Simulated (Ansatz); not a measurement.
```yaml
atoms:
  - { symbol: Al, position_ang: [-0.6387, 0.8846, -0.1026] }
  - { symbol: C, position_ang: [0.7556, -0.5067, 0.0319] }
  - { symbol: Cl, position_ang: [1.3692, -1.0794, 1.5598] }
  - { symbol: Cl, position_ang: [-0.7287, -1.5199, -0.5222] }
  - { symbol: H, position_ang: [-0.7491, 1.6400, -1.4858] }
  - { symbol: H, position_ang: [-1.4422, 1.2129, 1.2132] }
  - { symbol: H, position_ang: [1.4951, -0.6994, -0.7399] }
```

Geometry: PBE0-D4/def2-TZVP.

Computed with RKS PBE0-D4/def2-TZVPP (Ansatz 0.2.0).

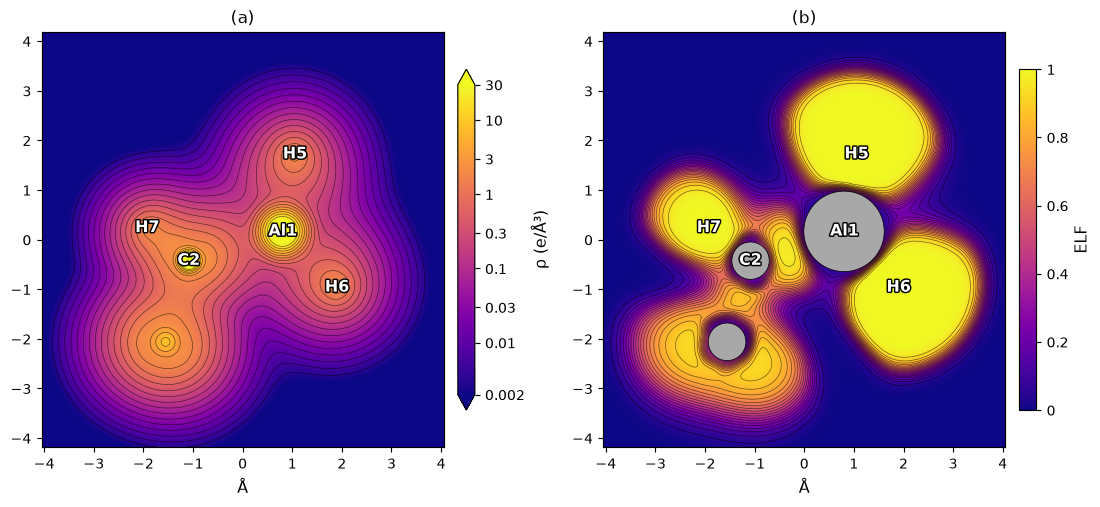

CH$_{3}$AlCl$_{2}$. (a) electron density; (b) electron localisation function on the plane of atoms C2, Al1 and H6. Grey discs cover the atomic cores in the ELF map.

### Read the bonding off the picture.

The section cuts through Al, C and H sites. C–Al (1.97 Å): ρ at the midpoint is about 0.68 e/Å³; the ELF peaks at about 0.95 in the valence shell of C, 0.7 Å from its nucleus, and is about 0.85 at the midpoint. C–H (1.09 Å): the density is about 2.1 e/Å³ at the midpoint; the ELF climbs to about 1 towards the hydrogen, as it does in any bond to H (an ordinary covalent bond to hydrogen). Al–H (1.58 Å): the density is about 0.56 e/Å³ at the midpoint; the ELF climbs to about 1 towards the hydrogen. The ELF also peaks beside Cl3, away from the bonds: lone-pair regions.
